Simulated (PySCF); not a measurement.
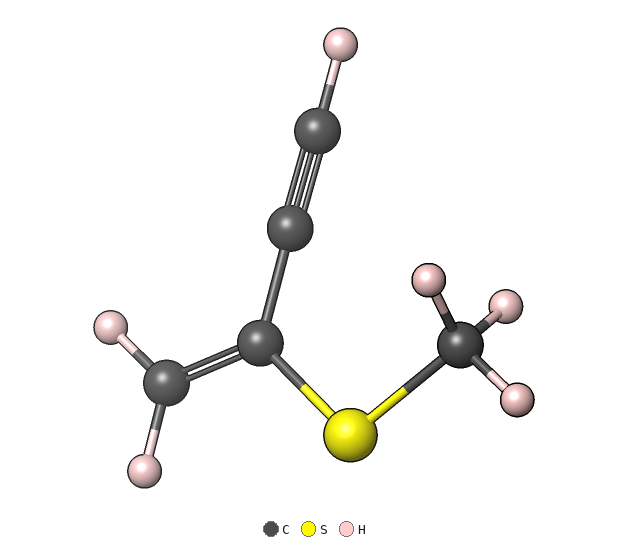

The picture shows a molecular structure as a ball-and-stick model. Multiple sticks mark multiple bonds (one Kekulé form).

**Give the formula.**

C5H6S, 12 atoms: 5 carbon, 6 hydrogen and 1 sulfur.

**Describe its rings.**

It has no ring.

**How many bonds of each kind are drawn?**

6 C–H, 3 C–C, 2 C–S.

**What is its SMILES?**

C#CC(=C)SC

More results for the same structure follow; atom numbers are the same in all pictures, views and colours differ. Computed geometry: PBE0-D3(BJ)/def2-SVP optimisation. No frequency run is at hand to confirm it as a minimum.

**Shape**

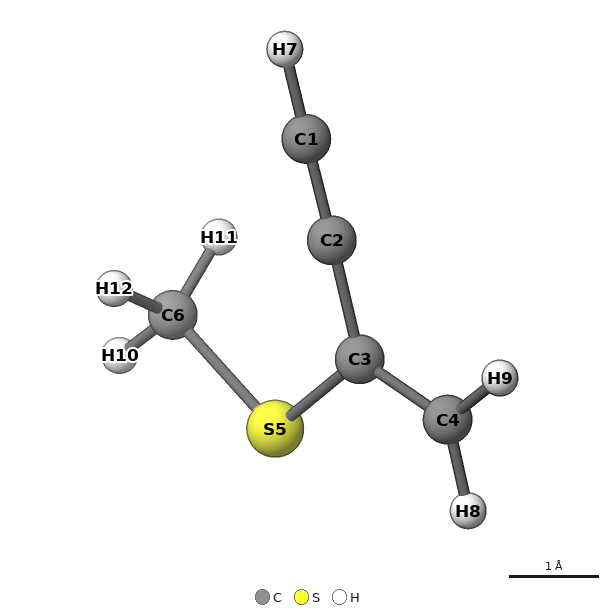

Numbered structure. No frequency run is at hand to confirm it as a minimum.

What are the angles C2–C1–H7, C1–C2–C3, C2–C3–C4, C2–C3–S5, C4–C3–S5, C3–C4–H8, C3–C4–H9, C3–S5–C6, S5–C6–H10, S5–C6–H11?

```tsv
angle	degrees
C2–C1–H7	179.1
C1–C2–C3	178.7
C2–C3–C4	121.9
C2–C3–S5	118.4
C4–C3–S5	119.7
C3–C4–H8	121.1
C3–C4–H9	120.3
C3–S5–C6	103.5
S5–C6–H10	105.0
S5–C6–H11	111.7
```

**Dipole moment**

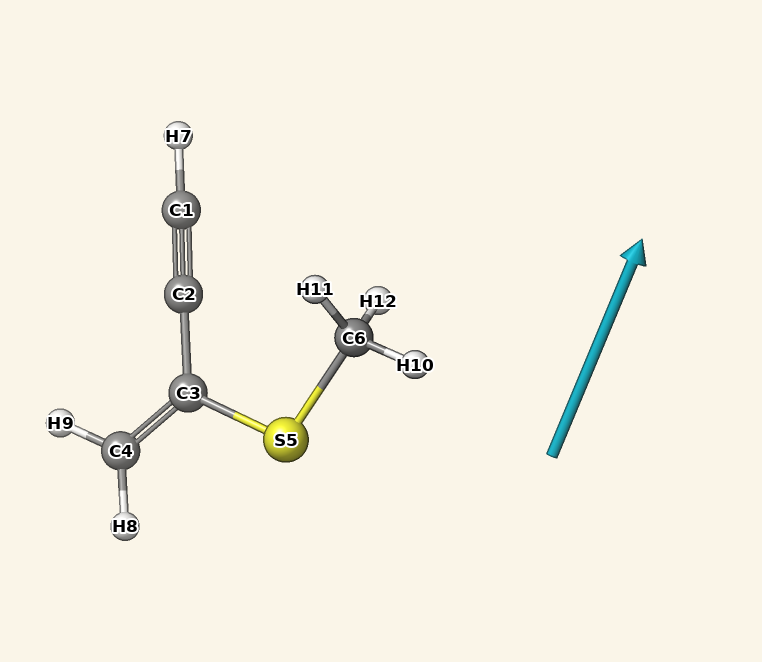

The arrow beside the molecule shows the direction of the dipole moment, from the negative to the positive end (its length means nothing). No frequency run is at hand to confirm it as a minimum. Level of theory: BP86/pcSseg-1, gas phase (PySCF 2.14.0).

**How large is the dipole moment?**

1.51 D; it points from the side of H8 to the side of H7 (the outermost atoms at the two ends).

**NMR shielding**

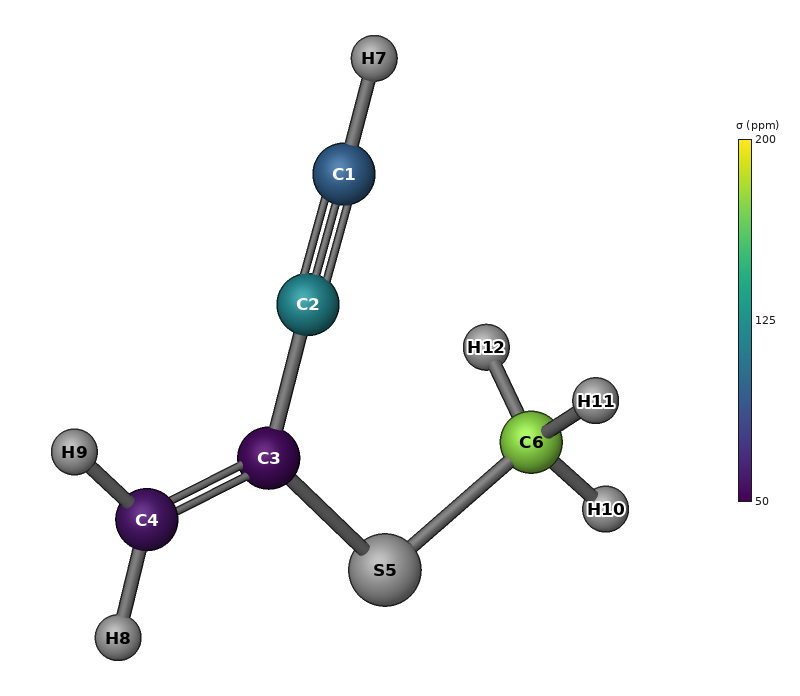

Atoms are coloured by their isotropic NMR shieldings (C only, the others grey). No frequency run is at hand to confirm it as a minimum. Level of theory: GIAO HF/pcSseg-1 NMR shielding, non-relativistic, gas phase (PySCF 2.14.0).

**Which C atom is the most shielded (lowest chemical shift)?**

C6 (173.8 ppm).

**Which C atom is the least shielded (highest chemical shift)?**

C3 (54.4 ppm).

**How wide is the range of C shifts?**

119.4 ppm.

List the isotropic NMR shieldings of the C atoms.

```tsv
atom	σ (ppm)
C1	96.0
C2	118.1
C3	54.4
C4	58.8
C6	173.8
```

**Levels of theory compared**

No frequency run is at hand to confirm it as a minimum. Program: PySCF 2.14.0.

Tabulate HOMO energy (eV) at these levels: BLYP/pcSseg-1; BP86/pcSseg-1; HF/pcSseg-1; LDA/pcSseg-1; OPBE/pcSseg-1; PBE/pcSseg-1.

| level | HOMO energy (eV) |
| --- | --- |
| BLYP/pcSseg-1 | −4.96 |
| BP86/pcSseg-1 | −5.25 |
| HF/pcSseg-1 | −8.46 |
| LDA/pcSseg-1 | −5.27 |
| OPBE/pcSseg-1 | −5.14 |
| PBE/pcSseg-1 | −5.14 |
